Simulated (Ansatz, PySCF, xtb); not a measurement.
Bond stretch in Zr(Cl)3(OH), HCl3OZr, SMILES [Cl][Zr]([Cl])([OH])[Cl], singlet. The Zr1–Cl6 bond (Zr1 also carries Cl, Cl, O; Cl6 carries nothing else) is stretched with both fragments frozen at the PBE0/def2-TZVP, def2 effective core potentials past Kr optimised geometry.

```
6

Zr     0.0000     0.0000     0.0000
Cl    -1.9136    -1.0861    -0.7901
Cl     1.9146    -1.0787    -0.7964
O      0.0000     1.7747    -0.6167
H     -0.0001     2.6767    -0.9284
Cl     0.0000     0.0000     2.3379
```

UKS-BLYP = unrestricted BLYP/def2-TZVP, def2 effective core potentials past Kr run with Ansatz (a program for electronic structure); GFN1-xTB (xtb); RKS-PBE = Ansatz with restricted PBE/def2-TZVP, def2 effective core potentials past Kr; UKS-B3LYP/LANL2DZ = unrestricted B3LYP/LANL2DZ, with its core potentials past Ne in PySCF.

Energies are in kcal/mol, each relative to the lowest point of its own curve near equilibrium.

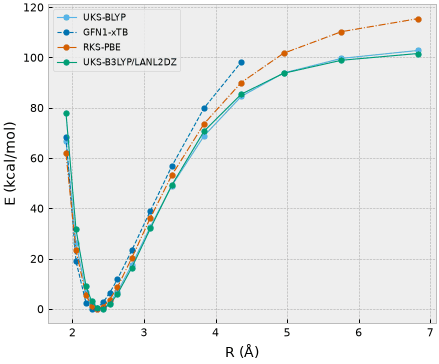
Figure: Energy against bond length for each method.

```
R / Å  UKS-BLYP  GFN1-xTB  RKS-PBE  UKS-B3LYP/LANL2DZ
-----  --------  --------  -------  -----------------
1.91       66.8      68.2     62.0               78.0
2.05       26.2      19.0     23.2               31.6
2.19        6.8       2.4      5.4                9.0
2.27        1.8       0.0      1.2                2.9
2.34        0.0       0.3      0.0                0.4
2.43        0.2       2.6      0.9                0.0
2.52        2.4       6.3      3.6                1.8
2.63        6.8      11.8      8.7                5.9
2.83       17.5      23.3     20.2               16.4
3.09       32.7      39.0     36.3               32.0
3.39       49.1      56.8     53.2               49.2
3.84       68.8      79.9     73.6               70.7
4.36       84.5      98.2     90.0               85.4
4.95       93.8         —    101.6               93.7
5.76       99.6         —    110.2               98.9
6.83      102.8         —    115.4              101.6
```

At the longest distance, 6.83 Å, RKS-PBE lies highest above its minimum (115.4 kcal/mol) and UKS-B3LYP/LANL2DZ lowest (101.6 kcal/mol).

A dash means that the run gave no value there, or that the column was ended at a point which the program doubted or which failed a test of continuity chosen for this set; such a test can also cut sound points.

The unrestricted determinant behind UKS-BLYP is spin-contaminated at 4.36 to 6.83 Å (<S²> up to 0.6, against 0.00 for a pure singlet). The restricted form behind RKS-PBE keeps the bonding electrons paired and can't separate into open-shell fragments. The unrestricted determinant behind UKS-B3LYP/LANL2DZ is spin-contaminated at 3.84 to 6.83 Å (<S²> up to 0.8, against 0.00 for a pure singlet).
